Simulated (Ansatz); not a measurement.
# A computed series for BaTiO3: response to strain

The reference is BaTiO3 in the cubic perovskite structure (space group Pm-3m, No. 221; a = 3.9699 Å).

Strains are applied to the cell and any free atomic positions relax.

Level of theory: PBEsol (Ansatz, an electronic-structure program; PAW; 420 eV plane waves; no spin-orbit coupling).

Notes on the quantities. energy relative to the base: free energy F.

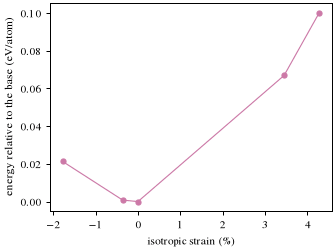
Figure. Energy relative to the base against isotropic strain

| isotropic strain (%) | energy relative to the base |
|---|---|
| -1.78 | +21 meV/atom |
| -0.36 | +0.8 meV/atom |
| 3.45 | +67 meV/atom |
| 4.28 | +100 meV/atom |

Stability against distortions was not tested. The final runs are not spin-polarised. Many cubic perovskites are stable only at high temperature; tilts and polar distortions were not tested. This is not the structure that BaTiO3 has at room temperature and ambient pressure.
